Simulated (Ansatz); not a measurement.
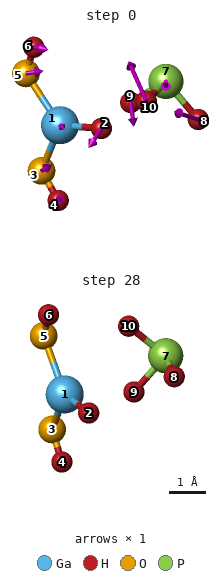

The structure of GaPH₆O₂ before (top) and after (bottom) a relaxation, at one scale. The purple arrows give the displacements, at their true length.

A ball-and-stick model, seen at a tilt.

The run prepares an end point of a later path (reaction) calculation, from a guessed geometry.

All numbers below come from Ansatz 0.2.0, RKS CAM-B3LYP-D4/def2-SVP.

Input
```yaml
crystal:
  periodic: [false, false, false]
  atoms:
    - { symbol: Ga, position_ang: [0.017958, -0.409296, -0.083579] }
    - { symbol: H, position_ang: [0.018965, -0.481332, 1.478184] }
    - { symbol: O, position_ang: [1.451374, -0.431771, -1.125379] }
    - { symbol: H, position_ang: [2.299416, -0.520184, -0.6786] }
    - { symbol: O, position_ang: [-1.462429, -0.25524, -1.041474] }
    - { symbol: H, position_ang: [-2.283896, -0.250839, -0.53901] }
    - { symbol: P, position_ang: [-0.088537, 2.760616, 1.377735] }
    - { symbol: H, position_ang: [1.154659, 3.021426, 2.02155] }
    - { symbol: H, position_ang: [0.518822, 2.53173, 0.107332] }
    - { symbol: H, position_ang: [-0.069732, 1.376991, 1.717543] }
basis:
  gaussian: { orbitals: def2-SVP }
hamiltonian:
  xc: cam_b3lyp
  dispersion: d4
relax:
  f_tol: 0.03
  max_steps: 50
```

Command:
```bash
ansatz run input.yaml --threads 4 --pin off --max-ram 5120MiB --backend cpu --events-out ev --progress --plain --runs-dir out
```

> Summarise the run.

The atom that moves furthest after the best rigid fit is H10 (1.68 Å). Largest moves by element: H 1.68 Å, O 0.53 Å, P 0.51 Å, Ga 0.22 Å. Some distances before and after: Ga1–P7 3.492 → 3.581 Å, Ga1–H2 1.563 → 1.552 Å. Over 26 accepted moves (28 points after the start) the energy falls by 26.0 kJ/mol. The largest force component goes from 0.44 to 0.005 eV/Å. The line search rejected the trial steps at points 16, 23 of the run. The forces were under the threshold at step 10, but the run went on from there.
